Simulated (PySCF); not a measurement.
# What a change does: single-point calculation on C5H9NSi

System: C5H9NSi, SMILES N#C[C@@H]1CC[SiH2]C1.
Method of run A: B3LYP/def2-SVP single-point energy, IEF-PCM acetone (PySCF 2.14.0).

The geometry comes from this level: GFN2-xTB. Text and figures count atoms from 1; the logs count them from 0 in places.

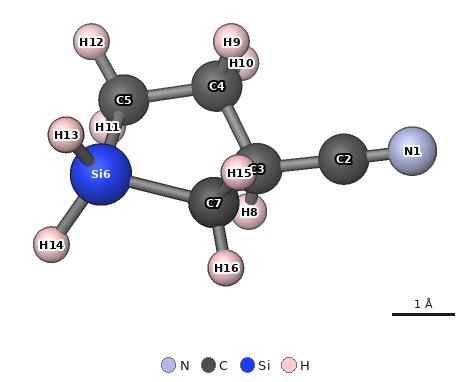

Fig. 1: The structure as given in the input (ball-and-stick view, seen at an oblique angle; atoms are numbered from 1 in the order of the input). Bond lengths as drawn: C–C 1.44 to 1.54 Å, C–H 1.09 to 1.10 Å, C–N 1.14 Å, C–Si 1.91 Å and H–Si 1.46 Å.

### The input, run A
```
{"job": {"xc": "B3LYP", "basis": "def2-SVP", "solvent": "acetone", "kind": "sp"}, "charge": 0, "multiplicity": 1}
N      2.993269    -0.703922    -1.648614
C      2.132958    -0.525247    -0.915777
C      1.032285    -0.275175    -0.021907
C     -0.175235    -1.162369    -0.359855
C     -1.344077    -0.707794     0.516075
Si    -1.189902     1.193202     0.593022
C      0.585064     1.193733    -0.110896
H      1.363004    -0.496696     1.000083
H     -0.427098    -1.025386    -1.414126
H      0.062170    -2.217299    -0.206545
H     -1.247261    -1.145021     1.510988
H     -2.287764    -1.064352     0.108208
H     -2.129945     1.890541    -0.284456
H     -1.248658     1.706033     1.963368
H      0.588987     1.507734    -1.156020
H      1.284604     1.840962     0.415039
```

The first line tells a small driver script what to run in PySCF; the rest is the geometry in Å.

Launched with:
```bash
OMP_NUM_THREADS=1 python <driver script> task.json out
```

Hardware: 1 CPU thread, shared host.

### Output (run A)
```
coarse grid: 13696 points
cycle   1  E = -539.7781583839  dE =  7.097e-01  |g| = 5.286e-01  |ddm| = 4.194e+00
cycle   2  E = -539.6662526894  dE =  1.119e-01  |g| = 8.829e-01  |ddm| = 1.304e+00
cycle   3  E = -539.8415624018  dE = -1.753e-01  |g| = 1.683e-01  |ddm| = 7.789e-01
cycle   4  E = -539.8478532896  dE = -6.291e-03  |g| = 4.838e-02  |ddm| = 1.789e-01
cycle   5  E = -539.8484062164  dE = -5.529e-04  |g| = 1.020e-02  |ddm| = 6.184e-02
cycle   6  E = -539.8484339451  dE = -2.773e-05  |g| = 1.482e-03  |ddm| = 1.637e-02
cycle   7  E = -539.8484345595  dE = -6.144e-07  |g| = 3.361e-04  |ddm| = 2.537e-03
final grid: 127312 points
cycle   8  E = -539.9331714331  dE = -3.562e-05  |g| = 4.592e-03  |ddm| = 3.462e-02
cycle   9  E = -539.9331669664  dE =  4.467e-06  |g| = 6.186e-03  |ddm| = 1.174e-02
cycle  10  E = -539.9331770753  dE = -1.011e-05  |g| = 9.612e-04  |ddm| = 7.097e-03
cycle  11  E = -539.9331772469  dE = -1.716e-07  |g| = 4.044e-04  |ddm| = 1.066e-03
cycle  12  E = -539.9331772818  dE = -3.490e-08  |g| = 6.076e-05  |ddm| = 3.427e-04
cycle  13  E = -539.9331772828  dE = -9.429e-10  |g| = 1.350e-05  |ddm| = 9.336e-05
converged SCF energy = -539.9331772828
```

For run B the input was changed thus:
```diff
-"xc": "B3LYP"
+"xc": "BP86"
```

How does run B compare with run A?

The total energies belong to different methods, so their difference says nothing on which is more stable or more accurate. The HOMO goes from −8.04 to −7.12 eV. The LUMO goes from 0.65 to −0.25 eV. The dipole moment goes from 4.76 to 4.67 D. The functional changes from B3LYP to BP86. Exact exchange removes part of the self-interaction error of semilocal functionals, which pushes filled and empty levels apart. The SCF takes 14 iterations against 13.

### Output (run B)
```
coarse grid: 13696 points
cycle   1  E = -539.7356802949  dE =  5.771e-01  |g| = 6.064e-01  |ddm| = 4.269e+00
cycle   2  E = -539.5110971404  dE =  2.246e-01  |g| = 1.130e+00  |ddm| = 1.754e+00
cycle   3  E = -539.8138167887  dE = -3.027e-01  |g| = 2.836e-01  |ddm| = 1.139e+00
cycle   4  E = -539.8311405069  dE = -1.732e-02  |g| = 8.510e-02  |ddm| = 2.787e-01
cycle   5  E = -539.8329076326  dE = -1.767e-03  |g| = 1.570e-02  |ddm| = 1.145e-01
cycle   6  E = -539.8329721269  dE = -6.449e-05  |g| = 3.321e-03  |ddm| = 2.760e-02
cycle   7  E = -539.8329761852  dE = -4.058e-06  |g| = 6.278e-04  |ddm| = 6.459e-03
final grid: 127312 points
cycle   8  E = -539.9289880017  dE = -4.056e-05  |g| = 4.199e-03  |ddm| = 4.147e-02
cycle   9  E = -539.9289797566  dE =  8.245e-06  |g| = 6.822e-03  |ddm| = 1.113e-02
cycle  10  E = -539.9289925851  dE = -1.283e-05  |g| = 6.052e-04  |ddm| = 7.587e-03
cycle  11  E = -539.9289925837  dE =  1.365e-09  |g| = 3.795e-04  |ddm| = 1.175e-03
cycle  12  E = -539.9289927219  dE = -1.382e-07  |g| = 1.273e-04  |ddm| = 3.490e-04
cycle  13  E = -539.9289926624  dE =  5.949e-08  |g| = 1.723e-05  |ddm| = 1.417e-04
cycle  14  E = -539.9289926625  dE = -7.435e-11  |g| = 5.178e-06  |ddm| = 3.235e-05
converged SCF energy = -539.9289926625
```

### The two runs side by side

| quantity | run A | run B |
| --- | --- | --- |
| outcome | converged | converged |
| total energy (hartree) | −539.933177 | −539.928993 |
| HOMO (eV) | −8.04 | −7.12 |
| LUMO (eV) | 0.65 | −0.25 |
| dipole moment (D) | 4.76 | 4.67 |
| SCF iterations | 13 | 14 |
| basis functions | 147 | 147 |
| wall time (shared host) | 7.5 s | 7 s |
